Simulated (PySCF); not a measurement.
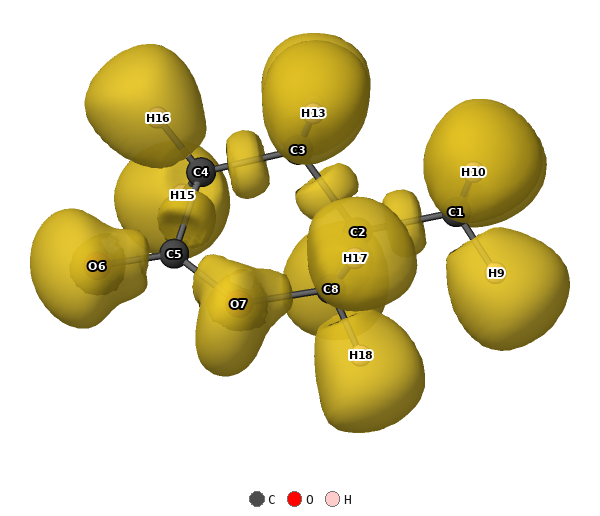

Figure. C6H10O2 (charge +1, doublet). Isosurface of the electron localisation function at 0.75 (yellow), seen at a tilt. Only the valence region is drawn (cores and ρ < 0.01 e/Å³ removed).

Geometry: GFN2-xTB.

All numbers below come from UKS B3LYP, pcH-1 on C H O, non-relativistic, mean-field spin-orbit, GIAO in PySCF.

```yaml
atoms:
  - { symbol: C, position_ang: [-2.1608, -0.1674, 0.3560] }
  - { symbol: C, position_ang: [-0.7711, 0.0927, -0.1871] }
  - { symbol: C, position_ang: [0.2167, -1.0460, 0.0642] }
  - { symbol: C, position_ang: [1.5651, -0.7714, -0.5302] }
  - { symbol: C, position_ang: [2.0931, 0.6729, -0.1872] }
  - { symbol: O, position_ang: [3.2417, 0.9016, -0.3720] }
  - { symbol: O, position_ang: [1.2039, 1.5235, 0.2268] }
  - { symbol: C, position_ang: [-0.1347, 1.2877, 0.5664] }
  - { symbol: H, position_ang: [-2.7937, 0.7117, 0.2576] }
  - { symbol: H, position_ang: [-2.1327, -0.4623, 1.4017] }
  - { symbol: H, position_ang: [-2.6421, -0.9597, -0.2163] }
  - { symbol: H, position_ang: [-0.8181, 0.3272, -1.2547] }
  - { symbol: H, position_ang: [0.2812, -1.2770, 1.1310] }
  - { symbol: H, position_ang: [-0.1750, -1.9436, -0.4356] }
  - { symbol: H, position_ang: [1.5529, -0.7716, -1.6253] }
  - { symbol: H, position_ang: [2.3376, -1.4597, -0.1833] }
  - { symbol: H, position_ang: [-0.2044, 1.1418, 1.6514] }
  - { symbol: H, position_ang: [-0.6684, 2.2058, 0.2917] }
```

Question: Where are the electrons localised?

Answer: The ELF exceeds this value in five regions between bonded C–C atoms (shared pairs), ten regions around hydrogen nuclei and two regions on O in which the atom's valence shell and bonds are merged. Along the contacts the grid gives the following. C–O (1.19 Å): the ELF peaks at about 0.90 between the atoms (a multiple bond). C–C (1.50 Å): the ELF peaks at about 0.95 between the atoms (localised, covalent bonding).
